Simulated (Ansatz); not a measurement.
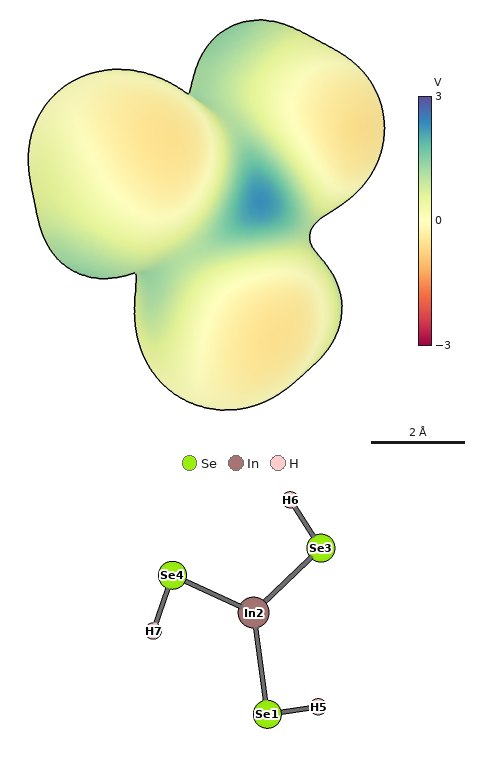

The picture shows: H3InSe3. The electrostatic potential painted on the density surface at 0.002 e/bohr³, seen at a tilt; red is negative and blue positive. The bare structure is drawn below in the same view.

Geometry: PBE0-D4/def2-TZVP; core potentials replace the inner electrons of In.

Computed with Ansatz, RKS PBE0-D4/def2-TZVPP.

Input

```
crystal:
  periodic: [false, false, false]
  atoms:
    - {symbol: Se, position_ang: [-2.431432, -0.138332, -0.533345]}
    - {symbol: In, position_ang: [0.008795, -0.014601, -0.005738]}
    - {symbol: Se, position_ang: [0.760068, 0.416215, 2.339128]}
    - {symbol: Se, position_ang: [1.697704, -0.323333, -1.822498]}
    - {symbol: H, position_ang: [-2.790426, 0.122387, 0.867577]}
    - {symbol: H, position_ang: [2.173388, 0.374067, 1.938901]}
    - {symbol: H, position_ang: [0.643204, -0.504303, -2.829826]}
basis:
  gaussian: {orbitals: def2-TZVPP}
hamiltonian: {xc: pbe0, dispersion: d4}
output: {orbitals: {seedname: orbitals}}
```

Run with:

```sh
ansatz run in.yaml --threads 2 --pin off --events-out ev --progress --plain --max-ram 20480MiB --backend cpu
```

**Describe the electrostatic potential map.**

The most negative region (about −0.5 V) lies over Se1, Se3 and Se4, the most positive (about +2.2 V) over In2.
